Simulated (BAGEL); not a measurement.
# HF/STO-3G (density fitting with qzvpp-jkfit) run of AlNH2Cl2 (SMILES [NH2][Al]([Cl])[Cl])

Aim: the vertical ionisation energy of AlNH2Cl2 at HF/STO-3G (density fitting with qzvpp-jkfit), from 2 runs. 

The calculation is run with BAGEL 1.2.2.

1 further run of the same task is left out (it didn't finish). Runs told in other sessions of the task aren't counted.

### 1 The system as given

The species is AlNH2Cl2 (6 atoms), meant as a singlet with charge 0. SMILES: `[NH2][Al]([Cl])[Cl]`. The shape is that of a PBE0-D4/def2-TZVP optimisation.

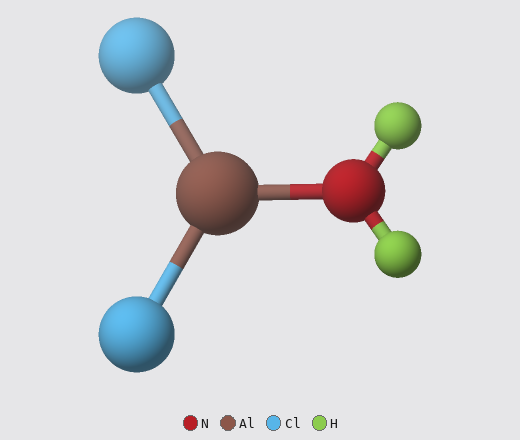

The structure, seen from a chosen angle (nitrogen red, aluminium brown, chlorine blue, hydrogen green).

### 2 A single-point energy at HF/STO-3G (density fitting with qzvpp-jkfit)

input.json

```json
{ "bagel": [

{
  "title": "molecule",
  "basis": "sto-3g",
  "df_basis": "qzvpp-jkfit",
  "angstrom": true,
  "geometry": [
    { "atom": "N", "xyz": [      -0.150800,       1.005400,      -0.089000 ] },
    { "atom": "Al", "xyz": [       0.116500,      -0.715300,       0.048700 ] },
    { "atom": "Cl", "xyz": [       1.566400,      -1.444300,       1.352800 ] },
    { "atom": "Cl", "xyz": [      -1.014300,      -2.040600,      -1.091200 ] },
    { "atom": "H", "xyz": [       0.356900,       1.702800,       0.429400 ] },
    { "atom": "H", "xyz": [      -0.832500,       1.427900,      -0.697000 ] }
  ]
},

{
  "title": "hf"
},

{
  "title": "print",
  "file": "orbitals.molden",
  "orbitals": true
}

]}
```

Command:

```
$ BAGEL_NUM_THREADS=1 BAGEL input.json > input.out
```

What it wrote:

```text
* using 1 threads per process

  ===============================================================
  ===============================================================

  *** Geometry ***

  { "atom" : "N", "xyz" : [     -0.284971,      1.899931,     -0.168186 ] },
  { "atom" : "Al", "xyz" : [      0.220153,     -1.351721,      0.092030 ] },
  { "atom" : "Cl", "xyz" : [      2.960067,     -2.729331,      2.556422 ] },
  { "atom" : "Cl", "xyz" : [     -1.916749,     -3.856175,     -2.062069 ] },
  { "atom" : "H", "xyz" : [      0.674443,      3.217826,      0.811448 ] },
  { "atom" : "H", "xyz" : [     -1.573197,      2.698340,     -1.317139 ] },

  Number of auxiliary basis functions:      497

  Since a DF basis is specified, we compute 2- and 3-index integrals:
    o Being stored without compression. Storage requirement is 0.005 GB

  Number of basis functions:       34
  Number of electrons      :       56

    * METHOD: MOLECULE                             0.15

  *** RHF ***

  === Nuclear Repulsion ===
   242.9103526874

      * DIIS with orbital gradients will be used.

  === RHF iteration (sto-3g) ===
      0      -1203.22959112          0.01232177           0.03
      1      -1203.30096240          0.00278146           0.02
      2      -1203.30405364          0.00056708           0.02
      3      -1203.30422715          0.00011078           0.02
      4      -1203.30423683          0.00002279           0.03
      5      -1203.30423730          0.00000562           0.02
      6      -1203.30423733          0.00000098           0.03
      7      -1203.30423733          0.00000015           0.03
      8      -1203.30423733          0.00000004           0.03
      9      -1203.30423733          0.00000001           0.02
    * SCF iteration converged.

    * Permanent dipole moment:
           (    0.201988,    -1.300492,     0.103827) a.u.

    * METHOD: HF                                   0.33

    * METHOD: PRINT                                0.00

  ===============================================================
```

Run time: 0.6 s. Hardware: 1 thread of Arm Neoverse V2, shared host.

### 3 The doublet cation, same level

input.json

```json
{ "bagel": [

{
  "title": "molecule",
  "basis": "sto-3g",
  "df_basis": "qzvpp-jkfit",
  "angstrom": true,
  "geometry": [
    { "atom": "N", "xyz": [   -0.150800,    1.005400,   -0.089000 ] },
    { "atom": "Al", "xyz": [    0.116500,   -0.715300,    0.048700 ] },
    { "atom": "Cl", "xyz": [    1.566400,   -1.444300,    1.352800 ] },
    { "atom": "Cl", "xyz": [   -1.014300,   -2.040600,   -1.091200 ] },
    { "atom": "H", "xyz": [    0.356900,    1.702800,    0.429400 ] },
    { "atom": "H", "xyz": [   -0.832500,    1.427900,   -0.697000 ] }
  ]
},
{ "title": "uhf", "charge": 1, "nopen": 1 },
{ "title": "print", "file": "orbitals.molden", "orbitals": true }

]}
```

Command:

```
$ BAGEL_NUM_THREADS=1 BAGEL input.json > input.out
```

What it wrote:

```text
* using 1 threads per process

  ===============================================================
  ===============================================================

  *** Geometry ***

  { "atom" : "N", "xyz" : [     -0.284971,      1.899931,     -0.168186 ] },
  { "atom" : "Al", "xyz" : [      0.220153,     -1.351721,      0.092030 ] },
  { "atom" : "Cl", "xyz" : [      2.960067,     -2.729331,      2.556422 ] },
  { "atom" : "Cl", "xyz" : [     -1.916749,     -3.856175,     -2.062069 ] },
  { "atom" : "H", "xyz" : [      0.674443,      3.217826,      0.811448 ] },
  { "atom" : "H", "xyz" : [     -1.573197,      2.698340,     -1.317139 ] },

  Number of auxiliary basis functions:      497

  Since a DF basis is specified, we compute 2- and 3-index integrals:
    o Being stored without compression. Storage requirement is 0.005 GB

  Number of basis functions:       34
  Number of electrons      :       56

    * METHOD: MOLECULE                             0.15

  *** Open-shell HF ***

  === Nuclear Repulsion ===
   242.9103526874

      * DIIS with orbital gradients will be used.

  === UHF iteration (sto-3g) ===
      0      -1202.91821666          0.02991032           0.05
      1      -1203.04803009          0.00675042           0.05
      2      -1203.05365612          0.00141089           0.05
      3      -1203.05414366          0.00039853           0.05
      4      -1203.05428790          0.00005611           0.05
      5      -1203.05431363          0.00001022           0.05
      6      -1203.05431771          0.00000252           0.05
      7      -1203.05431846          0.00000112           0.05
      8      -1203.05431867          0.00000034           0.05
      9      -1203.05431869          0.00000005           0.05
     10      -1203.05431869          0.00000001           0.05
     11      -1203.05431869          0.00000000           0.05
    * SCF iteration converged.

    * S^2 (UHF) is 0.7594

    * Permanent dipole moment:
           (    0.661698,    -4.259863,     0.340578) a.u.

    * METHOD: UHF                                  0.67

    * METHOD: PRINT                                0.00

  ===============================================================
```

Run time: 0.95 s. Hardware: 1 thread of Arm Neoverse V2, shared host.

### 4 Results

Level: HF/STO-3G (density fitting with qzvpp-jkfit).

```
                                          quantity           value
                    singlet AlNH2Cl2: total energy  -1203.30424 Eh
                   singlet AlNH2Cl2: dipole moment          3.36 D
                     singlet AlNH2Cl2: HOMO energy        -9.30 eV
                     singlet AlNH2Cl2: LUMO energy         7.67 eV
                   singlet AlNH2Cl2: HOMO–LUMO gap        16.97 eV
                      doublet cation: total energy  -1203.05432 Eh
                              doublet cation: ⟨S²⟩           0.759
vertical ionisation energy (to the doublet cation)        6.801 eV
```

Removing an electron at fixed nuclei costs 6.80 eV (157 kcal/mol). −ε(HOMO) before ionisation, 9.30 eV, is 2.50 eV above this ionisation energy. In a minimal basis such a difference can be off by several eV, whatever the method.
